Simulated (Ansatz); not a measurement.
# Run report: C$_{2}$H$_{8}$OSiTe, nudged elastic band

System: C$_{2}$H$_{8}$OSiTe, SMILES OC([TeH])C[SiH3].
Method: RKS PBE0-D4/def2-SVP (Ansatz 0.2.0).

One setting was made poor on purpose. It belongs to a series of runs on one base structure; here: band between the two ends. Figures and captions count atoms from 1; the log counts them from 0 in places.

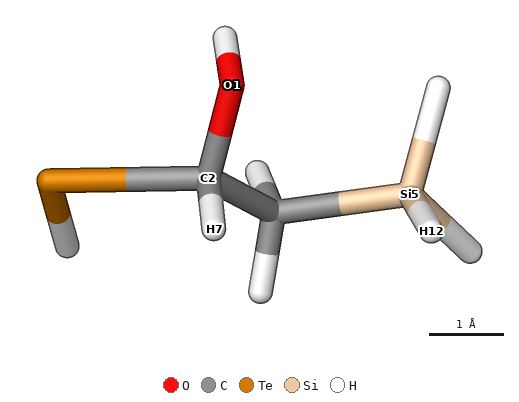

Fig. 1: The input geometry (stick view, seen at a tilt; atoms are numbered from 1 in the order of the input).

### Results in brief

| quantity | value |
| --- | --- |
| outcome | converged |
| barrier, forward | 0.099 eV |
| barrier, backward | 0.088 eV |
| hardware | 2 threads of Intel Xeon (Sapphire Rapids), 16 GiB of memory available, shared host |
| wall time | 12 min (CPU time 24 min) |
| peak memory | 0.37 GiB |

A deliberately poor setting: straight start. The order of the saddle point was not checked.

### Input file
```yaml
crystal:
  periodic: [false, false, false]
  atoms:
    - { symbol: O, position_ang: [0.010506, 0.298303, 1.820556] }
    - { symbol: C, position_ang: [0.762249, -0.183055, 0.759488] }
    - { symbol: Te, position_ang: [1.688723, -2.125314, 1.343058] }
    - { symbol: C, position_ang: [-0.008373, -0.286204, -0.540684] }
    - { symbol: Si, position_ang: [-0.974502, 1.311629, -0.90425] }
    - { symbol: H, position_ang: [-0.725399, -0.309311, 1.972527] }
    - { symbol: H, position_ang: [1.613623, 0.502746, 0.650199] }
    - { symbol: H, position_ang: [1.406694, -2.840143, -0.134496] }
    - { symbol: H, position_ang: [-0.726949, -1.124512, -0.513465] }
    - { symbol: H, position_ang: [0.677942, -0.489925, -1.378278] }
    - { symbol: H, position_ang: [-1.42923, 1.283018, -2.32868] }
    - { symbol: H, position_ang: [-0.094625, 2.500515, -0.698618] }
    - { symbol: H, position_ang: [-2.180358, 1.427553, -0.032356] }
basis:
  gaussian: { orbitals: def2-SVP }
hamiltonian:
  xc: pbe0
  dispersion: d4
neb:
  order_check: false
  images: 5
  f_tol: 0.05
  max_iterations: 49
  initial_path: linear
  final_atoms:
    - { symbol: O, position_ang: [-0.34443965, 0.02179617, 1.64551694] }
    - { symbol: C, position_ang: [0.47491975, -0.44024298, 0.62695614] }
    - { symbol: Te, position_ang: [1.14958167, -2.51717932, 1.10566248] }
    - { symbol: C, position_ang: [-0.28149122, -0.34871426, -0.67514635] }
    - { symbol: Si, position_ang: [-0.99494965, 1.39397903, -0.94363545] }
    - { symbol: H, position_ang: [0.16251101, 0.05342342, 2.46547433] }
    - { symbol: H, position_ang: [1.42548946, 0.1188674, 0.5631411] }
    - { symbol: H, position_ang: [2.69447756, -2.24313809, 0.54545943] }
    - { symbol: H, position_ang: [-1.11563433, -1.06962105, -0.69148858] }
    - { symbol: H, position_ang: [0.38029533, -0.60887946, -1.51491501] }
    - { symbol: H, position_ang: [-1.33728233, 1.55989662, -2.39114925] }
    - { symbol: H, position_ang: [0.03463271, 2.41814426, -0.58247102] }
    - { symbol: H, position_ang: [-2.22780931, 1.62696826, -0.13840376] }
```

Command:
```bash
ansatz run input.yaml --threads 2 --pin off --max-ram 3072MiB --backend cpu --events-out ev --progress --plain --runs-dir out
```

### What the program printed
```
Engine: ansatz 0.2.0, x86_64-unknown-linux-gnu
Functional definition: PBE0
  parameter a = 0.25
  parameter kappa = 0.804
  parameter beta = 0.06672455060314922
  exchange = (1 - a)*pbe_x(kappa = kappa, mu = beta*pi^2/3) + a*exact_x
  correlation = pbe_c(beta = beta)
1472 factors; integrals over basis functions are off by at most 3.0e-4 eV
mean field evaluation 1: about -19402.7055 eV, gradient 4.9e1 eV
mean field evaluation 2: about -19397.0258 eV, gradient 6.9e1 eV
mean field evaluation 4: about -19408.0406 eV, gradient 3.3e0 eV
mean field evaluation 8: about -19408.0990 eV, gradient 1.1e-1 eV
mean field evaluation 16: about -19408.0991 eV, gradient 4.9e-5 eV
mean field -19408.09908744 eV, -713.2344861812 hartree, gradient 4.9e-5 eV, S^2 0.000000; 0 other end points of the search recorded, 0 dependent functions left out
the calculation of the forces begins
reference -19408.09911705 eV, -713.2344872696 hartree; 33, 33 occupied and 93, 93 virtual orbitals, 1472 factors
1472 factors; integrals over basis functions are off by at most 2.8e-4 eV
mean field evaluation 32: about -19408.0920 eV, gradient 3.6e-5 eV
mean field -19408.09199329 eV, -713.2342254761 hartree, gradient 3.7e-5 eV, S^2 0.000000; 0 other end points of the search recorded, 0 dependent functions left out
[... from here on the field's lines of each further geometry are left out, up to the last ...]
NEB iter   1: max|band force component| = 8.609e1 eV/Å  barrier→ = 15.2884 eV  barrier← = 15.2777 eV  Δτ_max = 0.1990 Å  (192 SCF iters)
NEB iter   2: max|band force component| = 2.441e1 eV/Å  barrier→ = 4.5255 eV  barrier← = 4.5148 eV  Δτ_max = 0.2000 Å  (175 SCF iters)
NEB iter   3: max|band force component| = 1.256e1 eV/Å  barrier→ = 1.6546 eV  barrier← = 1.6439 eV  Δτ_max = 0.1974 Å  (155 SCF iters)
NEB iter   4: max|band force component| = 4.742e0 eV/Å  barrier→ = 0.5854 eV  barrier← = 0.5747 eV  Δτ_max = 0.1454 Å  (153 SCF iters)
NEB iter   5: max|band force component| = 2.139e0 eV/Å  barrier→ = 0.3822 eV  barrier← = 0.3715 eV  Δτ_max = 0.1006 Å  (155 SCF iters)
NEB iter   6: max|band force component| = 9.007e-1 eV/Å  barrier→ = 0.3061 eV  barrier← = 0.2954 eV  Δτ_max = 0.0999 Å  (155 SCF iters)
NEB iter   7: max|band force component| = 5.709e-1 eV/Å  barrier→ = 0.2843 eV  barrier← = 0.2736 eV  Δτ_max = 0.1982 Å  (150 SCF iters)
NEB iter   8: max|band force component| = 7.726e-1 eV/Å  barrier→ = 0.2608 eV  barrier← = 0.2501 eV  Δτ_max = 0.1016 Å  (154 SCF iters)
NEB iter   9: max|band force component| = 9.497e-1 eV/Å  barrier→ = 0.2112 eV  barrier← = 0.2005 eV  Δτ_max = 0.0500 Å  (147 SCF iters)
NEB iter  10: max|band force component| = 6.484e-1 eV/Å  barrier→ = 0.2182 eV  barrier← = 0.2075 eV  Δτ_max = 0.0507 Å  (155 SCF iters)
NEB iter  11: max|band force component| = 2.095e-1 eV/Å  barrier→ = 0.2256 eV  barrier← = 0.2149 eV  CI = image 2  Δτ_max = 0.1002 Å  (150 SCF iters)
NEB iter  12: max|band force component| = 2.099e-1 eV/Å  barrier→ = 0.2416 eV  barrier← = 0.2309 eV  CI = image 2  Δτ_max = 0.0500 Å  (154 SCF iters)
NEB iter  13: max|band force component| = 2.182e-1 eV/Å  barrier→ = 0.2416 eV  barrier← = 0.2309 eV  CI = image 2  Δτ_max = 0.0310 Å  (148 SCF iters)
NEB iter  14: max|band force component| = 1.180e-1 eV/Å  barrier→ = 0.2381 eV  barrier← = 0.2274 eV  CI = image 2  Δτ_max = 0.0417 Å  (150 SCF iters)
NEB iter  15: max|band force component| = 7.591e-2 eV/Å  barrier→ = 0.2342 eV  barrier← = 0.2235 eV  CI = image 2  Δτ_max = 0.0500 Å  (141 SCF iters)
NEB iter  16: max|band force component| = 9.116e-2 eV/Å  barrier→ = 0.2299 eV  barrier← = 0.2192 eV  CI = image 2  Δτ_max = 0.0250 Å  (144 SCF iters)
NEB iter  17: max|band force component| = 8.649e-2 eV/Å  barrier→ = 0.2278 eV  barrier← = 0.2171 eV  CI = image 2  Δτ_max = 0.0500 Å  (138 SCF iters)
NEB iter  18: max|band force component| = 8.570e-2 eV/Å  barrier→ = 0.2233 eV  barrier← = 0.2126 eV  CI = image 2  Δτ_max = 0.0500 Å  (144 SCF iters)
NEB iter  19: max|band force component| = 7.975e-2 eV/Å  barrier→ = 0.2182 eV  barrier← = 0.2075 eV  CI = image 2  Δτ_max = 0.0500 Å  (149 SCF iters)
NEB iter  20: max|band force component| = 1.312e-1 eV/Å  barrier→ = 0.2129 eV  barrier← = 0.2022 eV  CI = image 2  Δτ_max = 0.0251 Å  (150 SCF iters)
NEB iter  21: max|band force component| = 8.037e-2 eV/Å  barrier→ = 0.2100 eV  barrier← = 0.1993 eV  CI = image 2  Δτ_max = 0.0500 Å  (138 SCF iters)
NEB iter  22: max|band force component| = 8.744e-2 eV/Å  barrier→ = 0.2043 eV  barrier← = 0.1936 eV  CI = image 2  Δτ_max = 0.0998 Å  (145 SCF iters)
NEB iter  23: max|band force component| = 9.550e-2 eV/Å  barrier→ = 0.1916 eV  barrier← = 0.1809 eV  CI = image 2  Δτ_max = 0.0999 Å  (150 SCF iters)
NEB iter  24: max|band force component| = 1.039e-1 eV/Å  barrier→ = 0.1781 eV  barrier← = 0.1674 eV  CI = image 2  Δτ_max = 0.0999 Å  (149 SCF iters)
NEB iter  25: max|band force component| = 1.139e-1 eV/Å  barrier→ = 0.1638 eV  barrier← = 0.1531 eV  CI = image 2  Δτ_max = 0.1001 Å  (150 SCF iters)
NEB iter  26: max|band force component| = 1.130e-1 eV/Å  barrier→ = 0.1495 eV  barrier← = 0.1388 eV  CI = image 2  Δτ_max = 0.1001 Å  (156 SCF iters)
NEB iter  27: max|band force component| = 1.207e-1 eV/Å  barrier→ = 0.1347 eV  barrier← = 0.1240 eV  CI = image 2  Δτ_max = 0.1012 Å  (148 SCF iters)
NEB iter  28: max|band force component| = 2.065e-1 eV/Å  barrier→ = 0.1214 eV  barrier← = 0.1107 eV  CI = image 2  Δτ_max = 0.0503 Å  (155 SCF iters)
NEB iter  29: max|band force component| = 1.156e-1 eV/Å  barrier→ = 0.1152 eV  barrier← = 0.1045 eV  CI = image 2  Δτ_max = 0.1005 Å  (151 SCF iters)
NEB iter  30: max|band force component| = 9.569e-2 eV/Å  barrier→ = 0.1050 eV  barrier← = 0.0943 eV  CI = image 2  Δτ_max = 0.1002 Å  (149 SCF iters)
NEB iter  31: max|band force component| = 6.227e-1 eV/Å  barrier→ = 0.0981 eV  barrier← = 0.0874 eV  CI = image 4  Δτ_max = 0.1964 Å  (150 SCF iters)
NEB iter  32: max|band force component| = 2.418e-1 eV/Å  barrier→ = 0.0994 eV  barrier← = 0.0887 eV  CI = image 4  Δτ_max = 0.2000 Å  (156 SCF iters)
NEB iter  33: max|band force component| = 1.751e-1 eV/Å  barrier→ = 0.0991 eV  barrier← = 0.0884 eV  CI = image 4  Δτ_max = 0.1970 Å  (142 SCF iters)
NEB iter  34: max|band force component| = 2.326e-1 eV/Å  barrier→ = 0.0989 eV  barrier← = 0.0882 eV  CI = image 4  Δτ_max = 0.1005 Å  (146 SCF iters)
NEB iter  35: max|band force component| = 2.260e-1 eV/Å  barrier→ = 0.0989 eV  barrier← = 0.0882 eV  CI = image 4  Δτ_max = 0.1002 Å  (138 SCF iters)
NEB iter  36: max|band force component| = 2.457e-1 eV/Å  barrier→ = 0.0989 eV  barrier← = 0.0882 eV  CI = image 4  Δτ_max = 0.0504 Å  (139 SCF iters)
NEB iter  37: max|band force component| = 1.233e-1 eV/Å  barrier→ = 0.0988 eV  barrier← = 0.0881 eV  CI = image 4  Δτ_max = 0.0502 Å  (142 SCF iters)
NEB iter  38: max|band force component| = 1.166e-1 eV/Å  barrier→ = 0.0988 eV  barrier← = 0.0881 eV  CI = image 4  Δτ_max = 0.0153 Å  (134 SCF iters)
NEB iter  39: max|band force component| = 9.921e-2 eV/Å  barrier→ = 0.0988 eV  barrier← = 0.0881 eV  CI = image 4  Δτ_max = 0.0132 Å  (113 SCF iters)
the calculation of the forces begins
reference -19408.06185552 eV, -713.2331179337 hartree; 33, 33 occupied and 93, 93 virtual orbitals, 1472 factors
1472 factors; integrals over basis functions are off by at most 3.0e-4 eV
mean field evaluation 1504: about -19408.0013 eV, gradient 1.9e-2 eV
mean field -19408.00129708 eV, -713.2308924518 hartree, gradient 3.5e-5 eV, S^2 0.000000; 1 other end points of the search recorded, 0 dependent functions left out
the calculation of the forces begins
reference -19408.00132677 eV, -713.2308935429 hartree; 33, 33 occupied and 93, 93 virtual orbitals, 1472 factors
NEB iter  40: max|band force component| = 3.486e-2 eV/Å  barrier→ = 0.0988 eV  barrier← = 0.0881 eV  CI = image 4  Δτ_max = 0.0000 Å  (256 SCF iters)
```

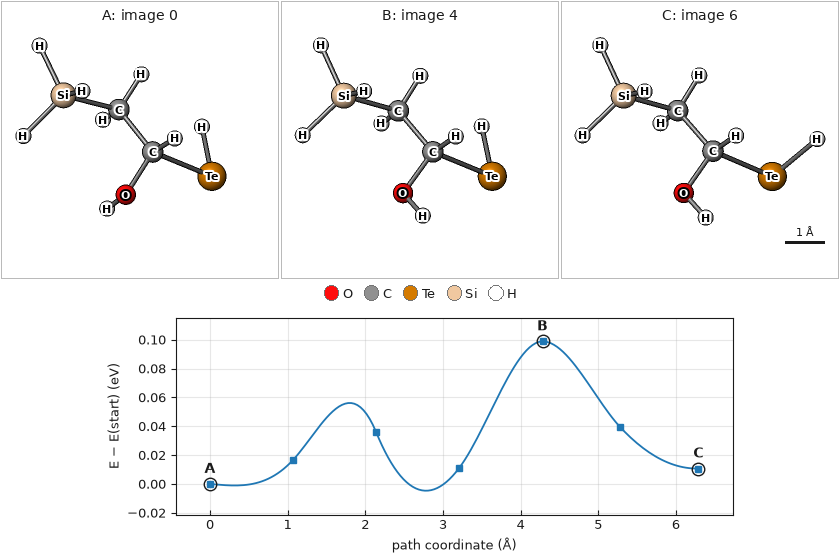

Fig. 2: Images of the last band (counted from 0; ball-and-stick, seen at a tilt) above the energy along the path; the line is a cubic interpolation that uses the forces. The highest image is number 4, 0.099 eV above the start and 0.088 eV above the end (the climbing image); the end lies 0.011 eV above the start. The path is 6.29 Å long. The band converged in 40 iterations.

```
Total energy: -19408.28783995 eV, -713.2414227080 hartree
Atom 0 at    -0.232638     0.103876     1.724779 Å, force     0.001265    -0.000534    -0.000413 eV/Å
Atom 1 at     0.664170    -0.254460     0.729752 Å, force    -0.001285     0.000348     0.000491 eV/Å
Atom 2 at     1.674404    -2.198751     1.221910 Å, force     0.000270    -0.000176    -0.000047 eV/Å
Atom 3 at    -0.074974    -0.334063    -0.583290 Å, force     0.000117     0.000449    -0.000206 eV/Å
Atom 4 at    -1.081918     1.247793    -0.901499 Å, force     0.000170    -0.000119    -0.000116 eV/Å
Atom 5 at     0.246608     0.380097     2.512783 Å, force    -0.000376     0.000184     0.000060 eV/Å
Atom 6 at     1.501981     0.459581     0.657487 Å, force     0.000018    -0.000053    -0.000026 eV/Å
Atom 7 at     1.491709    -2.799937    -0.317320 Å, force    -0.000080     0.000106     0.000022 eV/Å
Atom 8 at    -0.772494    -1.188041    -0.584974 Å, force    -0.000064    -0.000047     0.000132 eV/Å
Atom 9 at     0.633720    -0.486857    -1.411516 Å, force    -0.000004    -0.000151     0.000092 eV/Å
Atom 10 at    -1.438539     1.303493    -2.353820 Å, force     0.000035     0.000012     0.000049 eV/Å
Atom 11 at    -0.250412     2.447772    -0.573887 Å, force     0.000027    -0.000025    -0.000033 eV/Å
Atom 12 at    -2.341316     1.284797    -0.105403 Å, force    -0.000091     0.000004    -0.000005 eV/Å
Dipole moment:     0.147048     0.187069     0.025351 e Å
this run last wrote the band of iteration 40 to [file]
```

### The last band as extended XYZ (Å, eV, eV/Å)
```
13
Properties=species:S:1:pos:R:3:forces:R:3 image=0 energy=-19408.38665
O     0.0105    0.2983    1.8206    0.0011  -0.0010  -0.0037
C     0.7622   -0.1831    0.7595    0.0020  -0.0016   0.0052
Te    1.6887   -2.1253    1.3431   -0.0006  -0.0051  -0.0072
C    -0.0084   -0.2862   -0.5407   -0.0025   0.0020  -0.0080
Si   -0.9745    1.3116   -0.9042    0.0010  -0.0052  -0.0005
H    -0.7254   -0.3093    1.9725   -0.0002   0.0009   0.0021
H     1.6136    0.5027    0.6502   -0.0004   0.0012   0.0007
H     1.4067   -2.8401   -0.1345    0.0008   0.0045   0.0082
H    -0.7269   -1.1245   -0.5135   -0.0001   0.0005   0.0003
H     0.6779   -0.4899   -1.3783    0.0001  -0.0002   0.0012
H    -1.4292    1.2830   -2.3287    0.0001  -0.0002  -0.0013
H    -0.0946    2.5005   -0.6986    0.0018   0.0037   0.0006
H    -2.1804    1.4276   -0.0324   -0.0031   0.0003   0.0023
13
Properties=species:S:1:pos:R:3:forces:R:3 image=1 energy=-19408.36993
O     0.0235    0.2129    1.7792    0.0306   0.0214   0.0117
C     0.8256   -0.1576    0.7103    0.0024   0.0050   0.0032
Te    1.9593   -2.0241    1.1096    0.0074   0.0033   0.0059
C     0.0926   -0.2174   -0.6193   -0.0116  -0.0043   0.0103
Si   -1.0135    1.3037   -0.8984    0.0059  -0.0056   0.0035
H    -0.5951   -0.5013    1.9715   -0.0445  -0.0017  -0.0347
H     1.6302    0.5915    0.6589    0.0093   0.0029  -0.0145
H     0.7666   -2.9660    0.4249    0.0120   0.0023  -0.0188
H    -0.5489   -1.1136   -0.6894   -0.0085  -0.0050   0.0173
H     0.8171   -0.2938   -1.4459   -0.0089  -0.0152   0.0024
H    -1.4939    1.2865   -2.3154    0.0091   0.0036   0.0015
H    -0.2357    2.5583   -0.6678    0.0017  -0.0041   0.0142
H    -2.2074    1.2862   -0.0032   -0.0047  -0.0027  -0.0021
13
Properties=species:S:1:pos:R:3:forces:R:3 image=2 energy=-19408.35094
O    -0.2973   -0.1071    1.5859   -0.0529  -0.0729  -0.0132
C     0.7395   -0.2089    0.6685   -0.0613  -0.0118   0.0197
Te    1.9407   -2.0393    1.0193    0.0123  -0.0172  -0.0225
C     0.1421   -0.1416   -0.7176    0.0029  -0.0120  -0.0308
Si   -1.0445    1.3264   -0.9515    0.0107   0.0053  -0.0082
H    -0.0111   -0.4501    2.4380    0.1182   0.0940   0.1013
H     1.5085    0.5782    0.8035   -0.0336  -0.0052   0.0136
H     0.6267   -3.0082    0.6892    0.0085  -0.0033  -0.0108
H    -0.4419   -1.0560   -0.9156   -0.0079  -0.0024  -0.0117
H     0.9333   -0.0913   -1.4809   -0.0056   0.0023  -0.0057
H    -1.6241    1.2362   -2.3280    0.0274   0.0219  -0.0158
H    -0.2930    2.6155   -0.8332   -0.0045  -0.0026   0.0244
H    -2.1586    1.3116    0.0374   -0.0142   0.0039  -0.0404
13
Properties=species:S:1:pos:R:3:forces:R:3 image=3 energy=-19408.37532
O    -0.2561   -0.0596    1.6690   -0.0143  -0.0094  -0.0006
C     0.7031   -0.2239    0.6842    0.0139   0.0030  -0.0066
Te    2.0054   -2.0048    1.0026    0.0242   0.0160  -0.0162
C     0.0006   -0.2673   -0.6523    0.0084   0.0072  -0.0048
Si   -1.0617    1.2850   -0.9277   -0.0020   0.0023   0.0004
H     0.1737    0.0467    2.5245    0.0059  -0.0285  -0.0054
H     1.4570    0.5857    0.6945   -0.0003   0.0085   0.0006
H     0.9255   -3.0267    0.2573   -0.0453  -0.0152   0.0489
H    -0.6587   -1.1501   -0.7038    0.0122   0.0038  -0.0116
H     0.7328   -0.3575   -1.4680    0.0081   0.0118  -0.0055
H    -1.3657    1.4118   -2.3874   -0.0056   0.0015   0.0004
H    -0.2855    2.4904   -0.4988   -0.0065   0.0041  -0.0024
H    -2.3501    1.2356   -0.1792    0.0015  -0.0051   0.0028
13
Properties=species:S:1:pos:R:3:forces:R:3 image=4 energy=-19408.28781
O    -0.2326    0.1039    1.7248    0.0013  -0.0005  -0.0004
C     0.6642   -0.2545    0.7298   -0.0013   0.0003   0.0005
Te    1.6744   -2.1988    1.2219    0.0003  -0.0002   0.0000
C    -0.0750   -0.3341   -0.5833    0.0001   0.0004  -0.0002
Si   -1.0819    1.2478   -0.9015    0.0002  -0.0001  -0.0001
H     0.2466    0.3801    2.5128   -0.0004   0.0002   0.0001
H     1.5020    0.4596    0.6575    0.0000  -0.0001   0.0000
H     1.4917   -2.7999   -0.3173   -0.0001   0.0001   0.0000
H    -0.7725   -1.1880   -0.5850   -0.0001   0.0000   0.0001
H     0.6337   -0.4869   -1.4115    0.0000  -0.0002   0.0001
H    -1.4385    1.3035   -2.3538    0.0000   0.0000   0.0000
H    -0.2504    2.4478   -0.5739    0.0000   0.0000   0.0000
H    -2.3413    1.2848   -0.1054   -0.0001   0.0000   0.0000
13
Properties=species:S:1:pos:R:3:forces:R:3 image=5 energy=-19408.34743
O    -0.1715    0.1450    1.7179    0.0010   0.0013  -0.0010
C     0.6096   -0.3285    0.6717   -0.0051  -0.0053  -0.0022
Te    1.3720   -2.3496    1.2434   -0.0214  -0.0109   0.0024
C    -0.2151   -0.3635   -0.5895   -0.0081  -0.0011  -0.0007
Si   -1.1199    1.2824   -0.8858   -0.0005   0.0031   0.0000
H     0.3987    0.3947    2.4538    0.0058  -0.0012  -0.0030
H     1.5167    0.2823    0.5246    0.0001  -0.0121  -0.0058
H     2.2461   -2.5292   -0.1626    0.0475   0.0170   0.0101
H    -0.9704   -1.1646   -0.5381   -0.0119   0.0020   0.0010
H     0.4309   -0.5878   -1.4525   -0.0107  -0.0056  -0.0020
H    -1.5402    1.3444   -2.3207   -0.0024   0.0047   0.0007
H    -0.2006    2.4310   -0.6143    0.0048  -0.0006  -0.0012
H    -2.3359    1.4087   -0.0329    0.0008   0.0086   0.0018
13
Properties=species:S:1:pos:R:3:forces:R:3 image=6 energy=-19408.37595
O    -0.1308    0.1171    1.6722    0.0071  -0.0024   0.0009
C     0.5601   -0.3956    0.5850    0.0035   0.0068   0.0070
Te    1.3321   -2.4313    1.0930    0.0079  -0.0003  -0.0062
C    -0.3590   -0.3925   -0.6114   -0.0007  -0.0022  -0.0005
Si   -1.1359    1.3218   -0.8868   -0.0014   0.0030  -0.0014
H     0.4766    0.2047    2.4164   -0.0051  -0.0015  -0.0046
H     1.4832    0.1703    0.3661   -0.0053  -0.0019  -0.0004
H     2.7865   -2.1726    0.3225   -0.0076  -0.0004   0.0051
H    -1.1737   -1.1233   -0.4775   -0.0001   0.0014  -0.0008
H     0.1945   -0.6949   -1.5131    0.0000  -0.0008   0.0006
H    -1.6645    1.3954   -2.2850    0.0002  -0.0009   0.0026
H    -0.0892    2.3785   -0.7225   -0.0010  -0.0016  -0.0014
H    -2.2595    1.5879    0.0562    0.0023   0.0007  -0.0010
```
